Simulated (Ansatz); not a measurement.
## C₂H₁₁NOSi₂: geometry relaxation (part 1 of 2)

- system: C₂H₁₁NOSi₂, SMILES CC[SiH](O)N[SiH3]
- method: RKS B3LYP-D4/6-31G (Ansatz 0.2.0)

It belongs to a series of runs on one base structure; here: end point A relaxed. Figures and captions count atoms from 1; the log counts them from 0 in places.

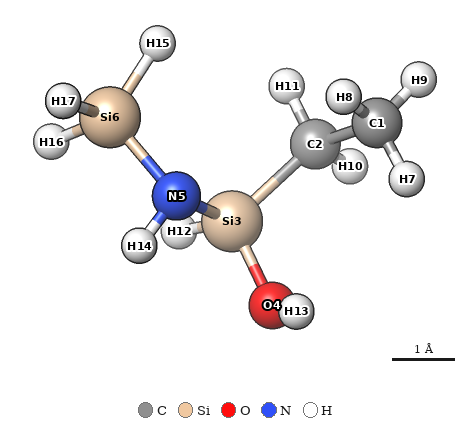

Fig. 1: The input geometry (ball-and-stick view, seen at a tilt; atoms are numbered from 1 in the order of the input).

**Input file**
```yaml
crystal:
  periodic: [false, false, false]
  atoms:
    - { symbol: C, position_ang: [1.6863, -1.2597, -0.8387] }
    - { symbol: C, position_ang: [1.0866, 0.1975, -0.991] }
    - { symbol: Si, position_ang: [-0.7646, 0.4142, -0.6658] }
    - { symbol: O, position_ang: [-1.5888, -0.5053, -1.6612] }
    - { symbol: "N", position_ang: [-1.225, -0.1673, 0.8376] }
    - { symbol: Si, position_ang: [-0.7308, 0.8928, 2.0976] }
    - { symbol: H, position_ang: [1.1597, -1.9063, -1.5277] }
    - { symbol: H, position_ang: [1.5546, -1.5767, 0.1633] }
    - { symbol: H, position_ang: [2.7107, -1.2127, -1.0457] }
    - { symbol: H, position_ang: [1.2909, 0.5467, -1.9883] }
    - { symbol: H, position_ang: [1.6526, 0.8631, -0.3096] }
    - { symbol: H, position_ang: [-1.1365, 1.8254, -0.7975] }
    - { symbol: H, position_ang: [-1.6274, -1.4451, -1.5325] }
    - { symbol: H, position_ang: [-2.2674, -0.1726, 0.8773] }
    - { symbol: H, position_ang: [0.7457, 0.9586, 2.1223] }
    - { symbol: H, position_ang: [-1.363, 2.2335, 1.9369] }
    - { symbol: H, position_ang: [-1.2027, 0.3133, 3.3633] }
basis:
  gaussian: { orbitals: "6-31G" }
hamiltonian:
  xc: b3lyp
  dispersion: d4
relax:
  f_tol: 0.015
  max_steps: 40
output:
  orbitals: {}
```

Launch command:
```bash
ansatz run input.yaml --threads 1 --pin off --max-ram 2048MiB --backend cpu --events-out ev --progress --plain --runs-dir out
```

**The program's output**
```
The last accepted step is kept in [file] (removed where the run ends without a failure and the disk answers)
Engine: ansatz 0.2.0, aarch64-unknown-linux-gnu
Functional definition: B3LYP
  parameter a0 = 0.2
  parameter ax = 0.72
  parameter ac = 0.81
  exchange = (1 - a0 - ax)*slater_x + ax*b88_x + a0*exact_x
  correlation = (1 - ac)*vwn_rpa_c + ac*lyp_c
1181 factors; integrals over basis functions are off by at most 1.8e-4 eV
mean field evaluation 1: about -21528.1340 eV, gradient 8.5e1 eV
mean field evaluation 2: about -21507.6207 eV, gradient 1.3e2 eV
mean field evaluation 4: about -21542.8300 eV, gradient 6.6e0 eV
mean field evaluation 8: about -21542.9222 eV, gradient 8.7e-2 eV
mean field -21542.92223921 eV, -791.6877899736 hartree, gradient 3.1e-5 eV, S^2 0.000000; 0 other end points of the search recorded, 0 dependent functions left out
the calculation of the forces begins
reference -21542.92251671 eV, -791.6878001716 hartree; 33, 33 occupied and 51, 51 virtual orbitals, 1181 factors
relax step   1: F+E_penalty+E_count = -21543.60176652 eV  Δ(F+E_penalty+E_count) = +0.000e0 eV  max|allowed force component| = 3.923e0 eV/Å  Δτ_max = 0.0000 Å  (25 SCF iters, accepted)
these checks for a lower state are left out or cut short: starts, cluster_reference, orbital_swaps, neighbouring_geometries, increment
1181 factors; integrals over basis functions are off by at most 1.8e-4 eV
mean field evaluation 16: about -21543.7683 eV, gradient 7.3e0 eV
mean field -21544.03040047 eV, -791.7285141491 hartree, gradient 1.4e-5 eV, S^2 0.000000; 0 other end points of the search recorded, 0 dependent functions left out
[... from here on the field's lines of each further geometry are left out, up to the last ...]
relax step   2: F+E_penalty+E_count = -21544.69059483 eV  Δ(F+E_penalty+E_count) = -1.089e0 eV  max|allowed force component| = 1.819e0 eV/Å  Δτ_max = 0.1948 Å  (29 SCF iters, accepted)
relax step   3: F+E_penalty+E_count = -21545.00327177 eV  Δ(F+E_penalty+E_count) = -3.127e-1 eV  max|allowed force component| = 1.152e0 eV/Å  Δτ_max = 0.1949 Å  (29 SCF iters, accepted)
relax step   4: F+E_penalty+E_count = -21545.05491214 eV  Δ(F+E_penalty+E_count) = -5.164e-2 eV  max|allowed force component| = 1.698e0 eV/Å  Δτ_max = 0.2000 Å  (29 SCF iters, accepted)
relax step   5: F+E_penalty+E_count = -21545.12219707 eV  Δ(F+E_penalty+E_count) = -6.728e-2 eV  max|allowed force component| = 4.033e-1 eV/Å  Δτ_max = 0.1192 Å  (29 SCF iters, accepted)
relax step   6: F+E_penalty+E_count = -21545.14852609 eV  Δ(F+E_penalty+E_count) = -2.633e-2 eV  max|allowed force component| = 8.844e-2 eV/Å  Δτ_max = 0.2000 Å  (29 SCF iters, accepted)
relax step   7: F+E_penalty+E_count = -21545.16292877 eV  Δ(F+E_penalty+E_count) = -1.440e-2 eV  max|allowed force component| = 2.372e-1 eV/Å  Δτ_max = 0.1978 Å  (28 SCF iters, accepted)
relax step   8: F+E_penalty+E_count = -21545.16965758 eV  Δ(F+E_penalty+E_count) = -6.729e-3 eV  max|allowed force component| = 2.163e-1 eV/Å  Δτ_max = 0.0807 Å  (29 SCF iters, accepted)
relax step   9: F+E_penalty+E_count = -21545.17680854 eV  Δ(F+E_penalty+E_count) = -7.151e-3 eV  max|allowed force component| = 3.350e-1 eV/Å  Δτ_max = 0.0993 Å  (28 SCF iters, accepted)
relax step  10: F+E_penalty+E_count = -21545.17764159 eV  Δ(F+E_penalty+E_count) = -8.331e-4 eV  max|allowed force component| = 4.686e-1 eV/Å  Δτ_max = 0.0734 Å  (30 SCF iters, accepted)
relax step  11: F+E_penalty+E_count = -21545.18602423 eV  Δ(F+E_penalty+E_count) = -8.383e-3 eV  max|allowed force component| = 5.129e-2 eV/Å  Δτ_max = 0.0791 Å  (29 SCF iters, accepted)
relax step  12: F+E_penalty+E_count = -21545.18892424 eV  Δ(F+E_penalty+E_count) = -2.900e-3 eV  max|allowed force component| = 1.084e-1 eV/Å  Δτ_max = 0.1148 Å  (29 SCF iters, accepted)
relax step  13: F+E_penalty+E_count = -21545.19092149 eV  Δ(F+E_penalty+E_count) = -1.997e-3 eV  max|allowed force component| = 1.828e-1 eV/Å  Δτ_max = 0.0790 Å  (28 SCF iters, accepted)
relax step  14: F+E_penalty+E_count = -21545.19316758 eV  Δ(F+E_penalty+E_count) = -2.246e-3 eV  max|allowed force component| = 1.942e-1 eV/Å  Δτ_max = 0.1024 Å  (29 SCF iters, accepted)
relax step  15: F+E_penalty+E_count = -21545.19477122 eV  Δ(F+E_penalty+E_count) = -1.604e-3 eV  max|allowed force component| = 1.296e-1 eV/Å  Δτ_max = 0.1056 Å  (29 SCF iters, accepted)
relax step  16: F+E_penalty+E_count = -21545.19657458 eV  Δ(F+E_penalty+E_count) = -1.803e-3 eV  max|allowed force component| = 1.143e-1 eV/Å  Δτ_max = 0.0714 Å  (30 SCF iters, accepted)
relax step  17: F+E_penalty+E_count = -21545.19900186 eV  Δ(F+E_penalty+E_count) = -2.427e-3 eV  max|allowed force component| = 1.061e-1 eV/Å  Δτ_max = 0.0809 Å  (29 SCF iters, accepted)
relax step  18: F+E_penalty+E_count = -21545.20079644 eV  Δ(F+E_penalty+E_count) = -1.795e-3 eV  max|allowed force component| = 1.918e-1 eV/Å  Δτ_max = 0.1604 Å  (29 SCF iters, accepted)
relax step  19: F+E_penalty+E_count = -21545.20356846 eV  Δ(F+E_penalty+E_count) = -2.772e-3 eV  max|allowed force component| = 1.373e-1 eV/Å  Δτ_max = 0.0283 Å  (23 SCF iters, accepted)
relax step  20: F+E_penalty+E_count = -21545.20797031 eV  Δ(F+E_penalty+E_count) = -4.402e-3 eV  max|allowed force component| = 3.956e-2 eV/Å  Δτ_max = 0.1224 Å  (29 SCF iters, accepted)
relax step  21: F+E_penalty+E_count = -21545.20965145 eV  Δ(F+E_penalty+E_count) = -1.681e-3 eV  max|allowed force component| = 1.336e-1 eV/Å  Δτ_max = 0.1895 Å  (28 SCF iters, accepted)
relax step  22: F+E_penalty+E_count = -21545.21166147 eV  Δ(F+E_penalty+E_count) = -2.010e-3 eV  max|allowed force component| = 4.237e-2 eV/Å  Δτ_max = 0.0175 Å  (24 SCF iters, accepted)
relax step  23: F+E_penalty+E_count = -21545.21322959 eV  Δ(F+E_penalty+E_count) = -1.568e-3 eV  max|allowed force component| = 2.978e-2 eV/Å  Δτ_max = 0.0662 Å  (30 SCF iters, accepted)
relax step  24: F+E_penalty+E_count = -21545.21441112 eV  Δ(F+E_penalty+E_count) = -1.182e-3 eV  max|allowed force component| = 1.184e-1 eV/Å  Δτ_max = 0.1848 Å  (28 SCF iters, accepted)
relax step  25: F+E_penalty+E_count = -21545.21619752 eV  Δ(F+E_penalty+E_count) = -1.786e-3 eV  max|allowed force component| = 3.778e-2 eV/Å  Δτ_max = 0.0154 Å  (24 SCF iters, accepted)
relax step  26: F+E_penalty+E_count = -21545.21626926 eV  Δ(F+E_penalty+E_count) = -7.174e-5 eV  max|allowed force component| = 1.217e-1 eV/Å  Δτ_max = 0.0163 Å  (24 SCF iters, accepted)
relax step  27: F+E_penalty+E_count = -21545.21830519 eV  Δ(F+E_penalty+E_count) = -2.036e-3 eV  max|allowed force component| = 4.006e-2 eV/Å  Δτ_max = 0.0892 Å  (28 SCF iters, accepted)
relax step  28: F+E_penalty+E_count = -21545.21948427 eV  Δ(F+E_penalty+E_count) = -1.179e-3 eV  max|allowed force component| = 1.206e-1 eV/Å  Δτ_max = 0.1947 Å  (28 SCF iters, accepted)
relax step  29: F+E_penalty+E_count = -21545.22134914 eV  Δ(F+E_penalty+E_count) = -1.865e-3 eV  max|allowed force component| = 6.210e-2 eV/Å  Δτ_max = 0.0255 Å  (24 SCF iters, accepted)
relax step  30: F+E_penalty+E_count = -21545.22251913 eV  Δ(F+E_penalty+E_count) = -1.170e-3 eV  max|allowed force component| = 2.734e-2 eV/Å  Δτ_max = 0.0486 Å  (30 SCF iters, accepted)
relax step  31: F+E_penalty+E_count = -21545.22344764 eV  Δ(F+E_penalty+E_count) = -9.285e-4 eV  max|allowed force component| = 2.743e-2 eV/Å  Δτ_max = 0.1057 Å  (29 SCF iters, accepted)
relax step  32: F+E_penalty+E_count = -21545.22365331 eV  Δ(F+E_penalty+E_count) = -2.057e-4 eV  max|allowed force component| = 2.099e-2 eV/Å  Δτ_max = 0.0459 Å  (30 SCF iters, accepted)
the calculation of the forces begins
reference -21544.55123009 eV, -791.7476542846 hartree; 33, 33 occupied and 51, 51 virtual orbitals, 1181 factors
relax step  33: F+E_penalty+E_count = -21545.22375153 eV  Δ(F+E_penalty+E_count) = -9.822e-5 eV  max|allowed force component| = 1.076e-2 eV/Å  Δτ_max = 0.0081 Å  (22 SCF iters, accepted)
```

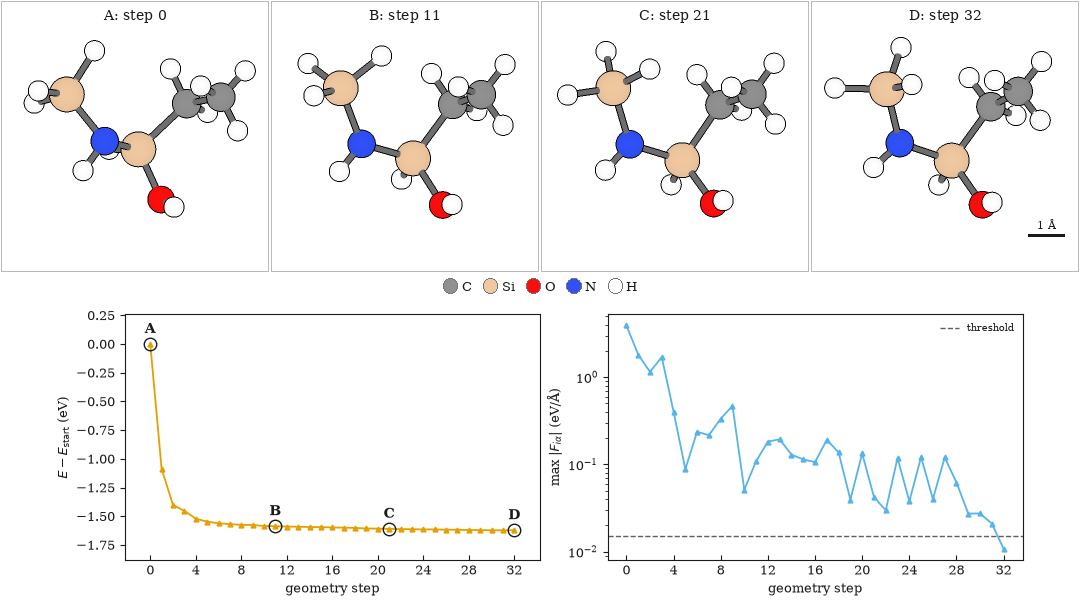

Fig. 2: Frames of the relaxation (ball-and-stick view, seen at a tilt) above the curves, on which the letters mark them (the first geometry is step 0 here and step 1 in the log).

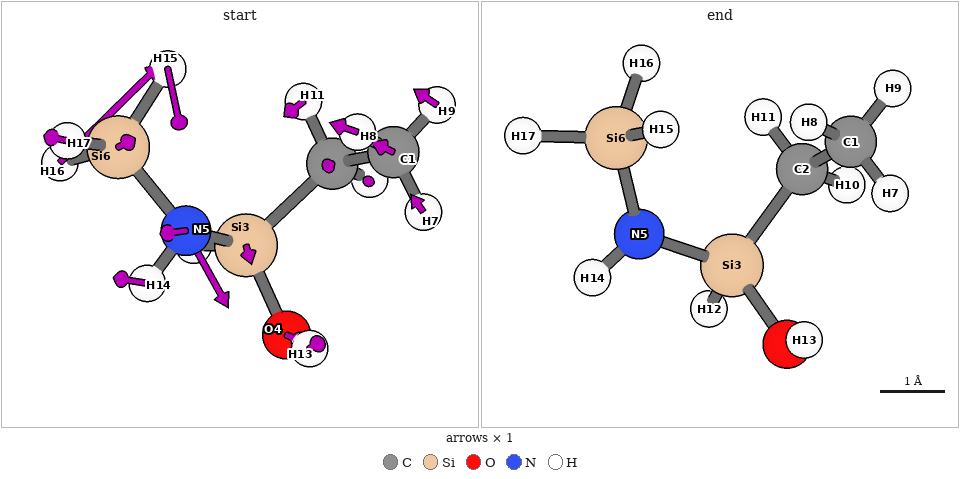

Fig. 3: Before (left) and after (right) the relaxation, at one scale (ball-and-stick view, seen at a tilt). The pink arrows give the displacements, at true length. The energy falls by 1.622 eV in 32 geometry steps. Largest force component: 3.9 eV/Å at the start, 0.011 eV/Å at the end. H16 moves most after the best rigid fit: 2.37 Å. Largest moves by element: H 2.37 Å, N 0.78 Å, O 0.54 Å, Si 0.52 Å, C 0.46 Å. Distances before and after: Si3–O4 1.586 → 1.734 Å, Si3–N5 1.676 → 1.774 Å, N5–Si6 1.719 → 1.784 Å, C1–H9 1.046 → 1.096 Å. Among the angles that change: Si3–N5–Si6 111.4° → 129.8°, O4–Si3–H12 111.7° → 101.3°, O4–Si3–N5 102.7° → 112.9°. (Atoms are counted from 1 in the order of the input.)

```
1181 factors; integrals over basis functions are off by at most 1.7e-4 eV
mean field -21544.55093770 eV, -791.7476435393 hartree, gradient 1.5e-5 eV, S^2 0.000000; 1 other end points of the search recorded, 0 dependent functions left out
the calculation of the forces begins
reference -21544.55123009 eV, -791.7476542846 hartree; 33, 33 occupied and 51, 51 virtual orbitals, 1181 factors
Total energy: -21545.22404393 eV, -791.7723797369 hartree
Atom 0 at     1.691161    -0.759891    -0.618034 Å, force     0.000879    -0.000904    -0.001339 eV/Å
Atom 1 at     0.938026     0.514242    -1.050471 Å, force    -0.000635    -0.000445    -0.000292 eV/Å
Atom 2 at    -0.962175     0.357042    -0.992150 Å, force     0.000248     0.003266     0.004330 eV/Å
Atom 3 at    -1.467830    -1.119285    -1.748968 Å, force    -0.004608    -0.010765    -0.006280 eV/Å
Atom 4 at    -1.498193     0.488694     0.694069 Å, force     0.003208    -0.000490     0.007981 eV/Å
Atom 5 at    -0.547075     0.423521     2.202455 Å, force     0.002328     0.007956    -0.001825 eV/Å
Atom 6 at     1.398146    -1.616158    -1.236907 Å, force    -0.000985     0.000035    -0.002027 eV/Å
Atom 7 at     1.493387    -1.021469     0.428217 Å, force    -0.001762    -0.000338     0.003780 eV/Å
Atom 8 at     2.774825    -0.632919    -0.722425 Å, force    -0.000042     0.001310    -0.000166 eV/Å
Atom 9 at     1.207737     0.766470    -2.084120 Å, force     0.000610     0.001601    -0.002323 eV/Å
Atom 10 at     1.238723     1.370401    -0.432846 Å, force     0.000872    -0.000063     0.001923 eV/Å
Atom 11 at    -1.670240     1.373743    -1.831293 Å, force     0.000320    -0.000872     0.000113 eV/Å
Atom 12 at    -1.294171    -1.995945    -1.369140 Å, force     0.002395     0.007639     0.002418 eV/Å
```
